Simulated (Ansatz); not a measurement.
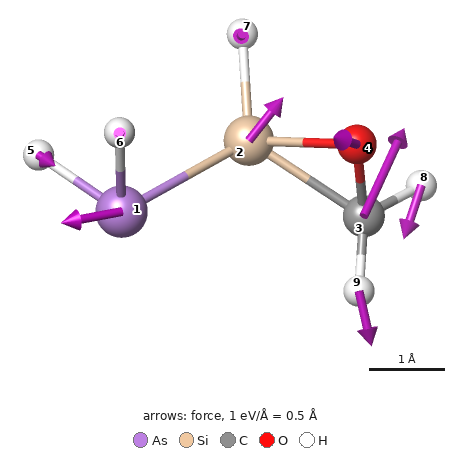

Starting geometry of CH5AsOSi (coarse preliminary run) with the computed forces as purple arrows. The picture is a ball-and-stick view, seen at a tilt.

The start comes from a force field.

All numbers below come from Ansatz, RKS PBE-D4/def2-SVP.

Input file:
```yaml
crystal:
  periodic: [false, false, false]
  atoms:
    - {symbol: As, position_ang: [-1.137700, 1.614000, -0.045900]}
    - {symbol: Si, position_ang: [0.476900, 0.057300, -0.282400]}
    - {symbol: C, position_ang: [-0.111700, -1.686500, -0.151200]}
    - {symbol: O, position_ang: [0.385300, -1.089600, 1.031600]}
    - {symbol: H, position_ang: [-0.380700, 2.688200, -0.926800]}
    - {symbol: H, position_ang: [-0.575400, 2.202300, 1.280200]}
    - {symbol: H, position_ang: [1.923000, 0.457300, -0.321600]}
    - {symbol: H, position_ang: [0.679500, -2.447400, -0.474900]}
    - {symbol: H, position_ang: [-1.170600, -1.841700, -0.126000]}
basis:
  gaussian: {orbitals: def2-SVP}
hamiltonian: {xc: pbe, dispersion: d4}
relax: {f_tol: 0.03, max_steps: 200}
```

Command:
```bash
ansatz run in.yaml --threads 4 --pin off --events-out ev --progress --plain --max-ram 10444MiB
```

Q: Is this structure relaxed? If not, where do the atoms go?

A: It isn't relaxed: the largest force vector, on C3, is 3.01 eV/Å. The final displacements have little in common with the starting forces (cosine between the two patterns 0.25). The atom that moves furthest after the best rigid fit is H6 (0.49 Å). Largest moves by element: H 0.49 Å, Si 0.30 Å, As 0.26 Å, O 0.21 Å, C 0.10 Å. Near-neighbour distances that change, for instance: As1–Si2 2.255 → 2.367 Å, C3–O4 1.415 → 1.465 Å, C3–H9 1.071 → 1.109 Å, As1–H5 1.582 → 1.544 Å. Bond angles that change, for instance: H8–C3–H9 126.4° → 113.3°, O4–Si2–H7 104.2° → 114.9°, Si2–C3–H8 112.8° → 121.3°. Groups turn about As1–Si2 by about 25°. The energy falls by 0.454 eV in 8 geometry steps. The largest force component goes from 2.9 to 0.011 eV/Å.
